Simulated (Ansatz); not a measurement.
A series of calculations on CH₈AsB

## 1. Relaxation

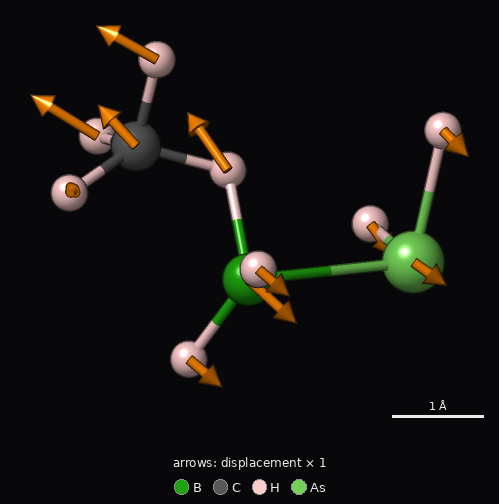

A relaxation of CH₈AsB (started from a transition state, displaced along its imaginary mode). The starting structure is drawn; orange arrows show the displacements, at their true length. The two geometries are superimposed by the best rigid fit.

Style: ball-and-stick. Shown at a tilt.

Method: RKS PBE0-D4/def2-TZVP (Ansatz). (force threshold 0.005 eV/Å; at most 200 steps)

**What did the optimiser do to the structure, and how much energy did it gain?**

An H atom moves most after the best rigid fit: 0.88 Å. Largest moves by element: H 0.88 Å, B 0.73 Å, C 0.63 Å, As 0.46 Å. Some distances before and after: B–H 1.374 → 2.794 Å, B–C 1.953 → 3.310 Å, As–H 2.311 → 3.463 Å, As–B 2.062 → 1.983 Å. Bonds break, among them: B–H (1.37 → 2.79 Å). Among the angles between lasting bonds that change: H–C–H 132.0° → 110.0°, H–C–H 97.4° → 109.2°, H–C–H 97.9° → 109.3°. Over 18 geometry steps the energy falls by 11.8 kcal/mol. The largest force component goes from 1.8 to 0.0022 eV/Å. The run took 37 s on 4 threads of Arm Neoverse V2, on a shared host.

## 2. Relaxation

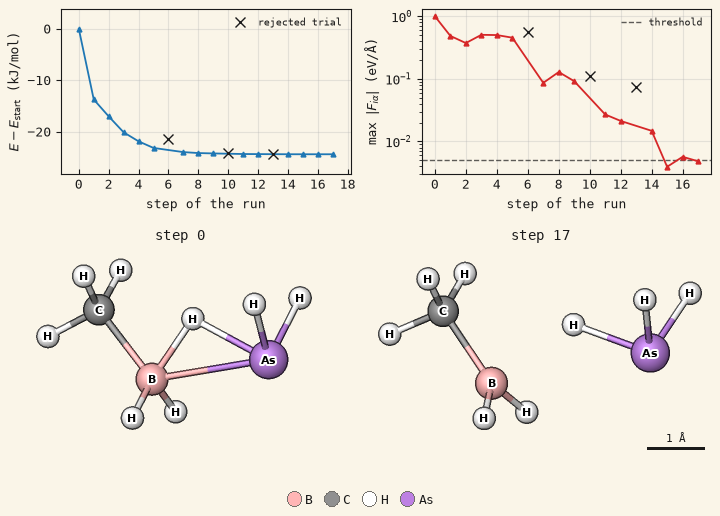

First and last geometry of a relaxation of CH₈AsB (started from a transition state, displaced along its imaginary mode), with the history of the run. The picture is a ball-and-stick view, seen at a tilt.

Level of theory: Ansatz, RKS PBE0-D4/def2-TZVP. Set-up: force threshold 0.005 eV/Å; at most 200 steps.

**Did the run converge, and what did it change?**

It converged. The largest moves after the best rigid fit, 0.59 Å, are those of H atoms. Largest moves by element: H 0.59 Å, As 0.43 Å, B 0.40 Å, C 0.30 Å. Among the contacts that change: As–B 2.259 → 3.089 Å, B–H 1.343 → 1.899 Å, As–H 1.604 → 1.539 Å, B–H 1.220 → 1.200 Å. Bonds break, among them: As–B (2.26 → 3.09 Å), B–H (1.34 → 1.90 Å). Bond angles that change, for instance: H–As–H 78.4° → 90.1°, C–B–H 114.8° → 120.6°, H–C–H 106.9° → 109.9°. Over 14 accepted moves (17 points after the start) the energy falls by 24.4 kJ/mol. Largest force component: 1 eV/Å at the start, 0.0048 eV/Å at the end. The line search rejected the trial steps at points 6, 10, 13 of the run.

## 3. Reaction

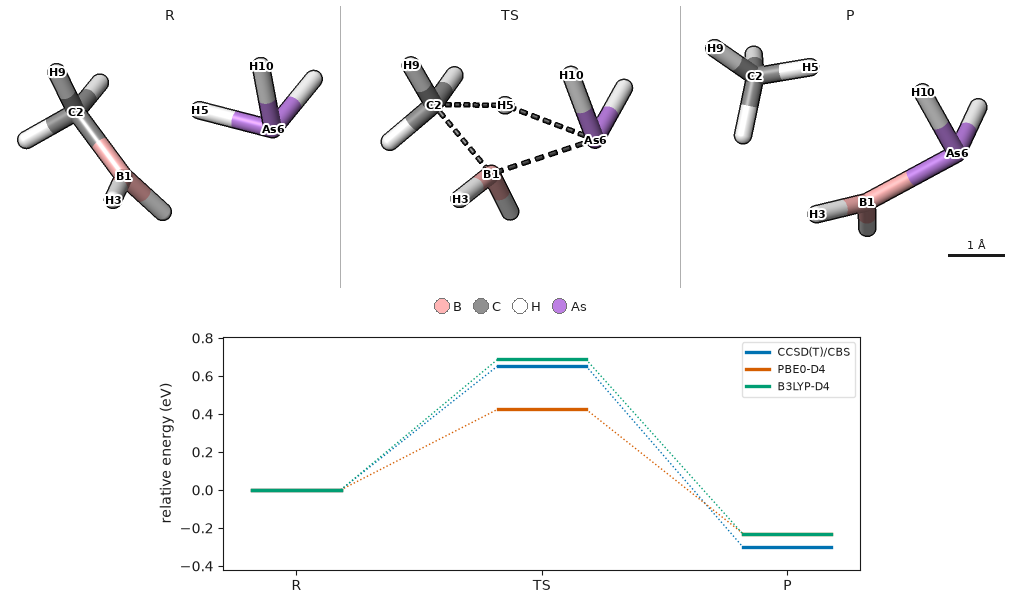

A reaction step of CH₈AsB, with its energy diagram. Style: stick. Shown at a tilt. Dashed sticks mark bonds that form or break.

Stationary points at PBE0-D4/def2-TZVP, single-point energies with CCSD(T)/CBS, PBE0-D4, B3LYP-D4 (def2-TZVPP where no basis is named; Ansatz 0.2.0). The energies are electronic, without zero-point or thermal terms, and both ends are the relaxed geometries reached downhill from the saddle, with any fragments still in contact. CCSD(T)/CBS stands for a frozen-core estimate: MP2 correlation extrapolated from def2-TZVPP and def2-QZVPP, CCSD(T) minus MP2 from the smaller set.

> Describe the step and its energetics.

Counted by bonded pieces, R holds AsH₃ + CH₅B and P holds BAsH₄ + CH₄. From R over the saddle to P, bonds form: As–B (3.09 → 2.16 → 1.98 Å), C–H (2.49 → 1.45 → 1.09 Å). Bonds break: B–C (1.56 → 1.77 → 3.31 Å), As–H (1.54 → 1.96 → 3.46 Å). The saddle has one imaginary mode, 848i cm⁻¹. The end R keeps a soft imaginary mode of 81i cm⁻¹, so it isn't quite a minimum. With CCSD(T)/CBS the barrier is 0.65 eV from R and 0.95 eV from P, and P lies 0.30 eV below R.

```csv
level,barrier from R (eV),barrier from P (eV),P less R (eV)
CCSD(T)/CBS,0.65,0.95,−0.30
PBE0-D4,0.42,0.65,−0.23
B3LYP-D4,0.69,0.92,−0.23
```

Against CCSD(T)/CBS, B3LYP-D4 comes closest on the barrier from R (+0.03 eV) and PBE0-D4 misses most (−0.23 eV).
